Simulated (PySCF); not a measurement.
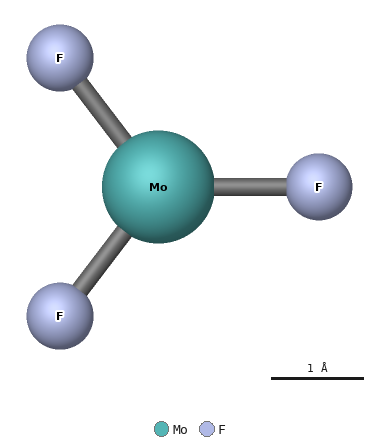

The input geometry (ball-and-stick view, seen on its broad side). Sticks mark near contacts. Bond lengths as drawn: F–Mo 1.76 to 1.78 Å.

**Frequency calculation of MoF3 (charge +1)**

The run: frequency calculation of MoF3, charge +1, multiplicity 3. Method and program: UKS-based PBE0, Mo def2-SVP with ECP28, F def2-SVP; non-relativistic Hamiltonian with a scalar-relativistic core potential; density fitting (PySCF 2.14.0).

What the program printed:
```
init E= -366.944014694904
  alpha nocc = 21  HOMO = -0.567291841864137  LUMO = -0.384653624061798
  beta  nocc = 19  HOMO = -0.716909531642161  LUMO = -0.407861475603787
  HOMO = -0.567291841864  LUMO = -0.407861475604  gap/eV = 4.33832
cycle= 1 E= -366.944014694874  delta_E= 3.02e-11  |g|= 1.01e-05  |ddm|= 9.1e-06
  alpha nocc = 21  HOMO = -0.567293812846354  LUMO = -0.384656175235842
  beta  nocc = 19  HOMO = -0.716907151407096  LUMO = -0.407863822623456
  HOMO = -0.567293812846  LUMO = -0.407863822623  gap/eV = 4.33831
cycle= 2 E= -366.944014694684  delta_E= 1.89e-10  |g|= 2.46e-05  |ddm|= 2.17e-05
  alpha nocc = 21  HOMO = -0.567292365172185  LUMO = -0.384654321943755
  beta  nocc = 19  HOMO = -0.716908837499239  LUMO = -0.407862121440998
  HOMO = -0.567292365172  LUMO = -0.407862121441  gap/eV = 4.33832
cycle= 3 E= -366.94401469491  delta_E= -2.26e-10  |g|= 2.23e-07  |ddm|= 1.54e-05
  alpha nocc = 21  HOMO = -0.567292363443349  LUMO = -0.384654326105246
  beta  nocc = 19  HOMO = -0.716908810823541  LUMO = -0.40786213703108
  HOMO = -0.567292363443  LUMO = -0.407862137031  gap/eV = 4.33832
cycle= 4 E= -366.944014694911  delta_E= -9.09e-13  |g|= 1.13e-07  |ddm|= 2.69e-07
  alpha nocc = 21  HOMO = -0.567292369479415  LUMO = -0.384654332955158
  beta  nocc = 19  HOMO = -0.716908839696668  LUMO = -0.40786213993816
  HOMO = -0.567292369479  LUMO = -0.407862139938  gap/eV = 4.33832
Extra cycle  E= -366.944014694911  delta_E= 1.14e-13  |g|= 2.26e-07  |ddm|= 4.58e-07
converged SCF energy = -366.944014694911  <S^2> = 2.0069589  2S+1 = 3.0046357
```

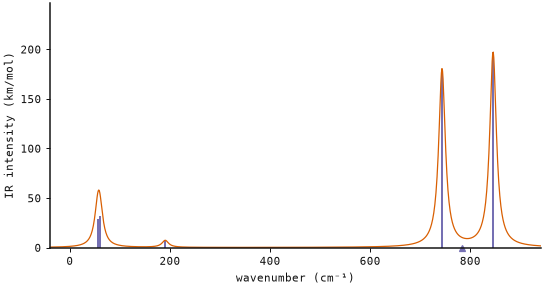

Harmonic infrared spectrum, unscaled: sticks (degenerate modes added up, dark ones marked on the axis) with a Lorentzian envelope of 16 cm⁻¹ full width, scaled to the tallest stick. 6 modes from 56 to 845 cm⁻¹, none imaginary. The strongest line is at 845 cm⁻¹ (197 km/mol). All modes, in cm⁻¹ (km/mol): 56 (29), 60 (32), 191 (7.1), 744 (180), 783 (0.0), 845 (197).

The run was set up as follows.

Input file:
```python
from pyscf import gto, scf, dft
mol = gto.M(atom='''
Mo     0.042296     0.000000    -0.024115
F     -0.194173     0.000000     1.742358
F      1.573878     0.000000    -0.897339
F     -1.598296     0.000000    -0.720391''',
    basis={'Mo': 'def2-SVP', 'F': 'def2-SVP'},
    ecp={'Mo': 'def2-SVP'},
    charge=1, spin=2)
mf = dft.UKS(mol, xc='PBE0')
mf.grids.atom_grid = (75, 302)
aux = {'Mo': 'def2-universal-JKFIT', 'F': 'def2-universal-JKFIT'}
mf = mf.density_fit(auxbasis=aux)
mf.conv_tol = 1e-09
mf.diis_space = 10
mf.max_cycle = 60
mf.verbose = 4
mf.kernel()
```

The script is an equivalent of the set-up of the self-consistent field. The run itself was carried out by a driver, which started from the orbitals of the step before it where there was one and computed the further properties.

Launched with:
```bash
OMP_NUM_THREADS=2 python axn.py task.json out
```

Results in brief:

```tsv
quantity	value
outcome	converged
total energy	−366.944015 hartree
⟨S²⟩	2.007
zero-point energy	0.006101 hartree
wavenumbers, lowest and highest	56 and 845 cm⁻¹
hardware	2 threads of Arm Neoverse N1, 90 GiB of memory available, shared host
wall time	73 s (CPU time 2.2 min)
peak memory	0.88 GiB
```
